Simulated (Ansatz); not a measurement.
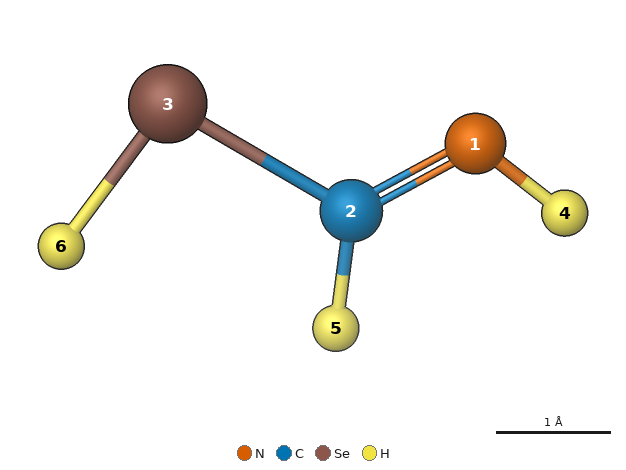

The picture comes from a calculation with Ansatz.

Orthographic view. Depth is shown by fading: the farther an atom, the more it takes the colour of the background. Geometry: relaxed with PBE0-D4/def2-TZVP with one coordinate held away from its value at the minimum.

Write a MOL file (V2000) with the atoms in numerical order, bonds sorted by atom number with the orders drawn, and coordinates in the frame of the picture: x right, y up, z towards the viewer, origin at the mean position.

```
CH3NSe
                    3D

  6  5  0  0  0  0  0  0  0  0999 V2000
    1.3200    0.5700    0.1500 N   0  0  0  0  0  0  0  0  0  0  0  0
    0.2200   -0.0300   -0.0100 C   0  0  0  0  0  0  0  0  0  0  0  0
   -1.4000    0.9200    0.3000 Se  0  0  0  0  0  2  0  0  0  0  0  0
    2.1100   -0.0500   -0.0500 H   0  0  0  0  0  0  0  0  0  0  0  0
    0.0900   -1.0700   -0.3300 H   0  0  0  0  0  0  0  0  0  0  0  0
   -2.3400   -0.3400   -0.0700 H   0  0  0  0  0  0  0  0  0  0  0  0
  1  2  2  0
  1  4  1  0
  2  3  1  0
  2  5  1  0
  3  6  1  0
M  END
```
